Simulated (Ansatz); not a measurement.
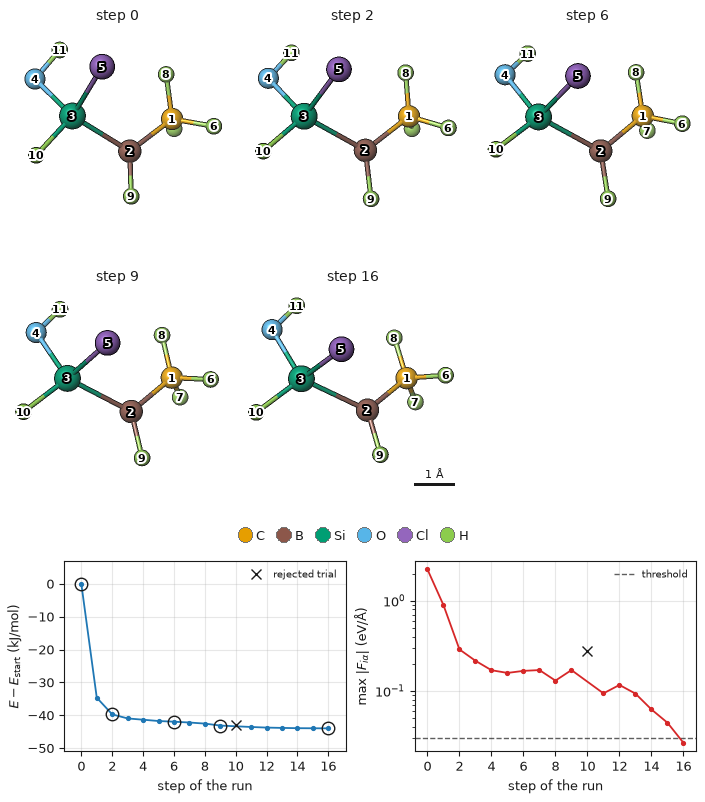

Frames of a relaxation of CH₆BClOSi (coarse preliminary run), marked on the history of the run. A ball-and-stick model, seen at a tilt.

The start comes from a force field.

The calculation used RKS PBE-D4/def2-SVP (Ansatz 0.2.0).

The input:
```yaml
crystal:
  periodic: [false, false, false]
  atoms:
    - {symbol: C, position_ang: [-1.221200, 0.459900, -0.893500]}
    - {symbol: B, position_ang: [-0.090300, -0.550900, -0.793700]}
    - {symbol: Si, position_ang: [1.186500, -0.426800, 0.627200]}
    - {symbol: O, position_ang: [0.502400, -0.564000, 2.154100]}
    - {symbol: Cl, position_ang: [2.205800, 1.409900, 0.517100]}
    - {symbol: H, position_ang: [-1.201200, 1.046800, -1.880800]}
    - {symbol: H, position_ang: [-2.214500, -0.024600, -0.838500]}
    - {symbol: H, position_ang: [-1.167500, 1.265400, -0.090500]}
    - {symbol: H, position_ang: [0.009300, -1.396300, -1.549400]}
    - {symbol: H, position_ang: [2.202000, -1.512900, 0.519100]}
    - {symbol: H, position_ang: [-0.146000, 0.236400, 2.249400]}
basis:
  gaussian: {orbitals: def2-SVP}
hamiltonian: {xc: pbe, dispersion: d4}
relax: {f_tol: 0.03, max_steps: 200}
```

Run as
```bash
ansatz run in.yaml --threads 4 --pin off --events-out ev --progress --plain --max-ram 10444MiB
```

> Describe the path.

Cl5 moves most after the best rigid fit: 0.58 Å. By element the largest moves are Cl 0.58 Å, H 0.57 Å, O 0.30 Å, Si 0.16 Å, C 0.13 Å, B 0.11 Å. Some distances before and after: B2–Si3 1.914 → 2.004 Å, B2–H9 1.138 → 1.221 Å, O4–H11 1.034 → 0.974 Å, C1–B2 1.520 → 1.564 Å. Among the angles between lasting bonds that change: B2–Si3–Cl5 109.9° → 93.5°, B2–Si3–H10 110.7° → 122.1°, Si3–O4–H11 106.0° → 114.2°. Groups turn about B2–Si3 by about 30°. Over 15 accepted moves (16 points after the start) the energy falls by 44.0 kJ/mol. Largest force component: 2.2 eV/Å at the start, 0.027 eV/Å at the end. The line search rejected the trial step at point 10 of the run. From step 0 to 2: H10 moves most (0.24 Å), energy −39.7 kJ/mol. From step 2 to 6: Cl5 moves most (0.19 Å), energy −2.23 kJ/mol. From step 6 to 9: H8 moves most (0.25 Å), energy −1.18 kJ/mol. From step 9 to 16: H9 moves most (0.22 Å), energy −0.85 kJ/mol.
